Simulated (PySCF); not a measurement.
# CF3CH2CN: NMR shifts in gas and solvents, part 2 of 2

PySCF 2.14.0. Atoms count from 0.

## 6. Shielding tensors: B97-2/pcSseg-2

The job: settings as JSON, then the geometry in Å.

```
{"job": {"kind": "nmr", "xc": "B97-2", "basis": "pcSseg-2", "pop": false}, "charge": 0, "multiplicity": 1}
N      2.642753     0.182316    -0.032180
C      1.511615     0.376576    -0.048106
C      0.084913     0.640661    -0.069390
C     -0.748227    -0.622730     0.061610
F     -0.510586    -1.250929     1.211496
F     -2.044421    -0.302441     0.027950
F     -0.510039    -1.475430    -0.932954
H     -0.180258     1.306152     0.754891
H     -0.187594     1.129588    -1.007035
```

Level: GIAO B97-2/pcSseg-2 NMR shielding, non-relativistic, gas phase.

What it wrote:

```text
coarse grid: 8824 points
cycle   1  E = -469.6600992777  dE =  1.163e+00  |g| = 1.031e+00  |ddm| = 2.205e+00
cycle   2  E = -469.2369728533  dE =  4.231e-01  |g| = 1.854e+00  |ddm| = 1.406e+00
cycle   3  E = -469.8203750178  dE = -5.834e-01  |g| = 3.218e-01  |ddm| = 1.067e+00
cycle   4  E = -469.8405180409  dE = -2.014e-02  |g| = 8.923e-02  |ddm| = 1.965e-01
cycle   5  E = -469.8420762531  dE = -1.558e-03  |g| = 1.952e-02  |ddm| = 6.461e-02
cycle   6  E = -469.8421579679  dE = -8.171e-05  |g| = 2.494e-03  |ddm| = 1.570e-02
cycle   7  E = -469.8421590870  dE = -1.119e-06  |g| = 7.765e-04  |ddm| = 1.978e-03
final grid: 90176 points
cycle   8  E = -469.8355310624  dE = -1.015e-04  |g| = 9.115e-03  |ddm| = 6.180e-02
cycle   9  E = -469.8355213410  dE =  9.721e-06  |g| = 1.203e-02  |ddm| = 8.276e-03
cycle  10  E = -469.8355410620  dE = -1.972e-05  |g| = 1.789e-03  |ddm| = 5.197e-03
cycle  11  E = -469.8355416426  dE = -5.805e-07  |g| = 6.771e-04  |ddm| = 1.182e-03
cycle  12  E = -469.8355417265  dE = -8.396e-08  |g| = 1.941e-04  |ddm| = 4.268e-04
cycle  13  E = -469.8355417346  dE = -8.112e-09  |g| = 1.697e-05  |ddm| = 1.371e-04
cycle  14  E = -469.8355417347  dE = -5.298e-11  |g| = 6.697e-06  |ddm| = 1.646e-05
converged SCF energy = -469.8355417347

GIAO shielding tensors (ppm)
atom      isotropic    diamagn.    paramagn.     s11        s22        s33       span
  0 N      -41.243     333.763    -375.007   -223.330   -206.272    305.872    529.202
  1 C       68.572     264.979    -196.406    -42.663    -42.246    290.627    333.290
  2 C      158.461     246.253     -87.792    142.532    153.634    179.216     36.684
  3 C       51.880     239.689    -187.809     47.685     52.402     55.552      7.867
  4 F      253.909     468.931    -215.022    171.607    253.899    336.220    164.613
  5 F      250.908     467.819    -216.911    168.498    246.851    337.374    168.876
  6 F      254.064     468.903    -214.838    171.833    254.253    336.107    164.274
  7 H       28.724      29.038      -0.313     24.526     28.276     33.372      8.846
  8 H       28.728      29.018      -0.290     24.514     28.287     33.384      8.870
```

Run time: 52 s. Hardware: 1 thread of Arm Neoverse N1, shared host; peak memory 0.99 GiB.

Key values: δ C3 133.5, C1 116.8, C2 26.9, N0 303.0, H7 2.91 ppm (means over like atoms).

## 7. Nuclear shieldings: WP04/pcSseg-2 in chloroform

Same as in step 6 but for these lines:

```diff
@@ -1,2 +1,2 @@
-{"job": {"kind": "nmr", "xc": "B97-2", "basis": "pcSseg-2", "pop": false}, "charge": 0, "multiplicity": 1}
+{"job": {"kind": "nmr", "xc": "WP04", "basis": "pcSseg-2", "pop": false, "solvent": "chloroform"}, "charge": 0, "multiplicity": 1}
 N      2.642753     0.182316    -0.032180
```

Method: GIAO WP04/pcSseg-2 NMR shielding, non-relativistic, IEF-PCM chloroform.

What it wrote:

```text
coarse grid: 8824 points
cycle   1  E = -478.5973565675  dE =  1.162e+00  |g| = 1.428e+00  |ddm| = 2.154e+00
cycle   2  E = -477.8046935480  dE =  7.927e-01  |g| = 2.572e+00  |ddm| = 1.678e+00
cycle   3  E = -478.8590696883  dE = -1.054e+00  |g| = 4.538e-01  |ddm| = 1.287e+00
cycle   4  E = -478.8981937638  dE = -3.912e-02  |g| = 1.737e-01  |ddm| = 2.906e-01
cycle   5  E = -478.9038838034  dE = -5.690e-03  |g| = 4.025e-02  |ddm| = 1.091e-01
cycle   6  E = -478.9042242506  dE = -3.404e-04  |g| = 5.841e-03  |ddm| = 3.095e-02
cycle   7  E = -478.9042304018  dE = -6.151e-06  |g| = 1.919e-03  |ddm| = 4.681e-03
final grid: 90176 points
cycle   8  E = -478.9042436994  dE = -1.370e-04  |g| = 8.378e-03  |ddm| = 5.107e-02
cycle   9  E = -478.9042251869  dE =  1.851e-05  |g| = 1.322e-02  |ddm| = 1.030e-02
cycle  10  E = -478.9042544673  dE = -2.928e-05  |g| = 3.241e-03  |ddm| = 6.560e-03
cycle  11  E = -478.9042564883  dE = -2.021e-06  |g| = 8.931e-04  |ddm| = 1.972e-03
cycle  12  E = -478.9042566285  dE = -1.402e-07  |g| = 2.985e-04  |ddm| = 4.971e-04
cycle  13  E = -478.9042566452  dE = -1.664e-08  |g| = 3.697e-05  |ddm| = 1.661e-04
cycle  14  E = -478.9042566454  dE = -2.569e-10  |g| = 1.081e-05  |ddm| = 3.482e-05
converged SCF energy = -478.9042566454

GIAO shielding tensors (ppm)
atom      isotropic    diamagn.    paramagn.     s11        s22        s33       span
  0 N      -36.022     330.116    -366.139   -217.743   -198.985    308.662    526.405
  1 C       55.268     263.435    -208.167    -63.128    -61.403    290.335    353.463
  2 C      145.487     245.437     -99.950    129.006    140.514    166.940     37.934
  3 C       33.988     240.301    -206.313     32.520     33.067     36.376      3.856
  4 F      252.996     471.952    -218.956    165.321    249.153    344.513    179.192
  5 F      250.042     470.836    -220.794    162.613    242.255    345.259    182.647
  6 F      253.142     471.907    -218.765    165.523    249.480    344.425    178.902
  7 H       28.431      28.660      -0.229     24.365     27.926     33.003      8.638
  8 H       28.432      28.638      -0.206     24.352     27.932     33.012      8.660
```

Wall time 52 s (1 thread of Arm Neoverse N1, shared host); peak memory 1.1 GiB.

Key values: δ C3 141.1, C1 119.8, C2 29.6, N0 286.1, H7 3.44 ppm (means over like atoms).

## 8. Shielding tensors: wB97X-D/pcSseg-2 in chloroform

Same as in step 7 but for these lines:

```diff
@@ -1,2 +1,2 @@
-{"job": {"kind": "nmr", "xc": "WP04", "basis": "pcSseg-2", "pop": false, "solvent": "chloroform"}, "charge": 0, "multiplicity": 1}
+{"job": {"kind": "nmr", "xc": "wB97X-D", "basis": "pcSseg-2", "pop": false, "solvent": "chloroform"}, "charge": 0, "multiplicity": 1}
 N      2.642753     0.182316    -0.032180
```

Level: GIAO wB97X-D/pcSseg-2 NMR shielding, non-relativistic, IEF-PCM chloroform.

What it wrote:

```text
coarse grid: 8824 points
cycle   1  E = -469.6343163826  dE =  1.281e+00  |g| = 1.089e+00  |ddm| = 2.171e+00
cycle   2  E = -469.5154494255  dE =  1.189e-01  |g| = 1.438e+00  |ddm| = 1.066e+00
cycle   3  E = -469.8492562152  dE = -3.338e-01  |g| = 1.213e-01  |ddm| = 6.450e-01
cycle   4  E = -469.8512594625  dE = -2.003e-03  |g| = 7.236e-02  |ddm| = 8.909e-02
cycle   5  E = -469.8522717779  dE = -1.012e-03  |g| = 1.197e-02  |ddm| = 4.522e-02
cycle   6  E = -469.8522961210  dE = -2.434e-05  |g| = 2.361e-03  |ddm| = 8.161e-03
cycle   7  E = -469.8522975934  dE = -1.472e-06  |g| = 4.606e-04  |ddm| = 2.935e-03
final grid: 90176 points
cycle   8  E = -469.8558566610  dE = -2.367e-04  |g| = 1.220e-02  |ddm| = 6.589e-02
cycle   9  E = -469.8558585608  dE = -1.900e-06  |g| = 1.213e-02  |ddm| = 1.100e-02
cycle  10  E = -469.8558777976  dE = -1.924e-05  |g| = 1.225e-03  |ddm| = 4.741e-03
cycle  11  E = -469.8558780128  dE = -2.152e-07  |g| = 6.945e-04  |ddm| = 1.014e-03
cycle  12  E = -469.8558781038  dE = -9.105e-08  |g| = 2.679e-04  |ddm| = 5.072e-04
cycle  13  E = -469.8558781177  dE = -1.389e-08  |g| = 2.652e-05  |ddm| = 1.617e-04
cycle  14  E = -469.8558781181  dE = -3.517e-10  |g| = 8.037e-06  |ddm| = 5.452e-05
converged SCF energy = -469.8558781181

GIAO shielding tensors (ppm)
atom      isotropic    diamagn.    paramagn.     s11        s22        s33       span
  0 N      -30.532     333.255    -363.788   -209.548   -190.316    308.267    517.815
  1 C       61.027     264.297    -203.269    -54.673    -53.321    291.076    345.749
  2 C      159.030     245.400     -86.369    142.594    153.562    180.935     38.341
  3 C       50.788     239.423    -188.635     48.171     50.746     53.446      5.276
  4 F      256.934     468.205    -211.272    173.474    258.387    338.939    165.465
  5 F      253.803     467.181    -213.378    170.056    251.487    339.866    169.809
  6 F      257.095     468.179    -211.084    173.687    258.751    338.846    165.159
  7 H       28.327      28.136       0.191     24.005     27.671     33.307      9.302
  8 H       28.328      28.119       0.209     23.991     27.678     33.315      9.324
```

Wall time 67 s (1 thread of Arm Neoverse N1, shared host); peak memory 1.2 GiB.

Key values: δ C3 136.3, C1 126.1, C2 28.1, N0 295.1, H7 3.29 ppm (means over like atoms).

## 9. Comparing the runs: NMR shifts

Shifts (ppm), means over like atoms, with basis size and wall time (the measured row can stand on another reference than the computed rows):

```
                           run     C3     C1    C2    H7     N0     F4  functions  time
                 PBE0/pcSseg-2  134.8  119.4  27.0  2.90  311.6  -76.2        280  57 s
                  KT3/pcSseg-2  133.1  106.7  26.8  3.01  285.4  -94.4        280  66 s
              wB97X-D/pcSseg-2  135.0  120.6  27.7  2.86  310.4  -69.7        280  67 s
                B97-2/pcSseg-2  133.5  116.8  26.9  2.91  303.0  -77.0        280  52 s
   WP04/pcSseg-2 in chloroform  141.1  119.8  29.6  3.44  286.1  -73.1        280  52 s
wB97X-D/pcSseg-2 in chloroform  136.3  126.1  28.1  3.29  295.1  -68.8        280  67 s
                      measured      –      –     –     –      –  -66.8          –     –
```

Measured: G. Saielli, R. Bini, A. Bagno, Computational 19F NMR. 2. Organic compounds, RSC Adv. 2014, ESI (exp. from Berger-Braun-Kalinowski 1994 and Everett 1995).

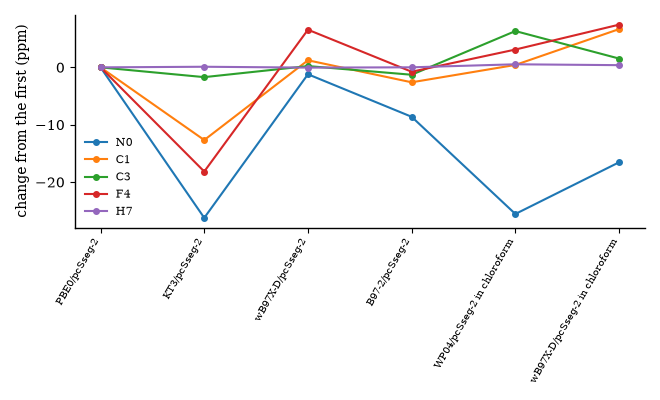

How five of the tabulated atoms move from run to run.

## 10. Outcome

This closing draws on all 2 parts.

| quantity | value |
| --- | --- |
| point group | Cs |
| rotational constants (main isotopes) | 5.26, 1.79, 1.76 GHz |
| 13C shifts against TMS (PBE0/pcSseg-2) | 134.8, 119.4, 27.0 ppm |
| 1H shifts against TMS (PBE0/pcSseg-2, means over atoms taken as alike) | 2.90 ppm |
| 15N shifts against NH3 (PBE0/pcSseg-2) | 311.6 ppm |
| 19F shifts against CFCl3 (PBE0/pcSseg-2, means over atoms taken as alike) | -76.2 ppm |
| measured, and computed on the same scale | F4 δ -66.8, -76.2 ppm |
| range of the shift of N0 (wB97X-D/pcSseg-2 runs) | 295.1 to 310.4 ppm |

**Reading.** The optimisation took 6 steps and gained 0.124 eV; among the close pairs (by a distance rule), C3–F5 changed most, from 1.378 to 1.336 Å. At PBE0/pcSseg-2: Shielding is most anisotropic at N0 (span 539 ppm, paramagnetic term -381 ppm). The one measured 19F shift is missed by -9.4 ppm (computed less measured, unscaled). Vibration, temperature and solvent are missing from the calculation, and it holds one conformer, so part of the miss against the measured shifts is not the functional's. At one level, wB97X-D/pcSseg-2: In ppm, N0 moves most: its shift spreads over 15.3 ppm, from 295.1 (wB97X-D/pcSseg-2 in chloroform) to 310.4 (wB97X-D/pcSseg-2).
